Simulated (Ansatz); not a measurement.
# AlClGeH₄O: what the fields show

Input

```
crystal:
  periodic: [false, false, false]
  atoms:
    - { symbol: O, position_ang: [1.8709, 1.3651, -0.6425] }
    - { symbol: Al, position_ang: [0.9734, 0.1247, 0.3476] }
    - { symbol: Cl, position_ang: [1.9257, -0.6898, 2.1379] }
    - { symbol: Ge, position_ang: [-1.1628, -0.6546, -0.3055] }
    - { symbol: H, position_ang: [1.5317, 2.2605, -0.2729] }
    - { symbol: H, position_ang: [-2.2292, 0.5414, -0.3099] }
    - { symbol: H, position_ang: [-1.1388, -1.2864, -1.7154] }
    - { symbol: H, position_ang: [-1.6787, -1.718, 0.705] }
basis:
  gaussian: { orbitals: def2-SVP }
hamiltonian:
  xc: pbe0
relax:
  f_tol: 0.02
  max_steps: 50
output:
  orbitals: {}
```

Run with:

```sh
ansatz run input.yaml --threads 2 --pin off --max-ram 3072MiB --backend cpu --events-out ev --progress --plain --runs-dir out
```

The fields are those of the relaxed geometry.

The calculation used RKS PBE0/def2-SVP (Ansatz).

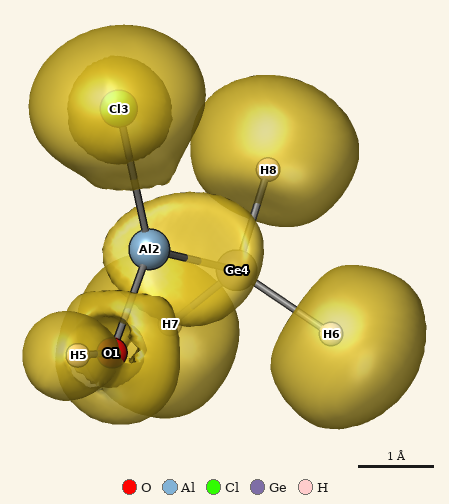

Figure 1. Isosurface of the ELF at 0.8 (yellow), seen at an oblique angle. Core shells and regions of very low density are left out.

Question: What do the ELF domains correspond to?

Answer: The surface consists of one region between bonded Al–Ge atoms (shared pairs), three regions around hydrogen nuclei, one region on Cl in which the atom's valence shell and bonds are merged and one joined region spread over several atoms (H, O), in which their bonds and any lone pairs are merged. Along the contacts the grid gives the following. Al–O (1.70 Å): the ELF peaks at about 0.85 in the valence shell of O, 0.6 Å from its nucleus, and is about 0.40 at the midpoint. Al–Cl (2.11 Å): the ELF peaks at about 0.85 in the valence shell of Cl, 0.9 Å from its nucleus, and is about 0.80 at the midpoint.

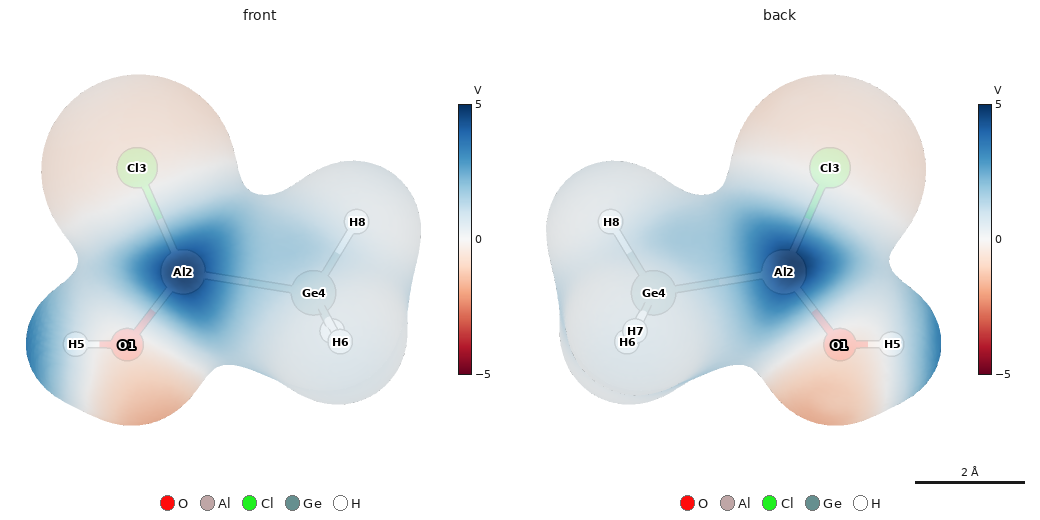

Figure 2. The molecular electrostatic potential painted on the density surface at 0.004 e/bohr³, seen from the front and from behind; red is negative and blue positive.

Question: Describe the electrostatic potential map.

Answer: The most negative region (about −1.6 V) lies over O1, the most positive (about +4.7 V) over Al2. O1 is the likeliest acceptor of a hydrogen bond.

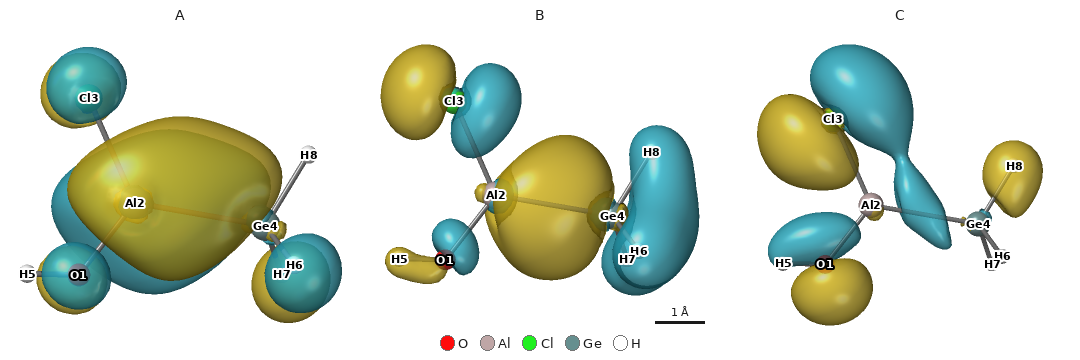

Figure 3. Three frontier orbitals at ±0.08 Å⁻³ᐟ² (yellow and cyan are the two phases), in no order.

Question: Order the three orbitals by energy and name them.

Answer: C is the HOMO−1 (−9.06 eV). It lies mainly on Cl3 (about 60 %) and O1 (about 25 %). B is the HOMO (−8.14 eV). By Hirshfeld shares it lies mainly on Ge4 (about 40 %), Al2 (about 25 %) and Cl3 (about 20 %). A is the LUMO (−1.10 eV). By Hirshfeld shares it lies mainly on Al2 (about 55 %), Ge4 (about 20 %), Cl3 (about 10 %) and O1 (about 5 %).

Question: What is the HOMO–LUMO gap?

Answer: 7.04 eV between the orbital energies.
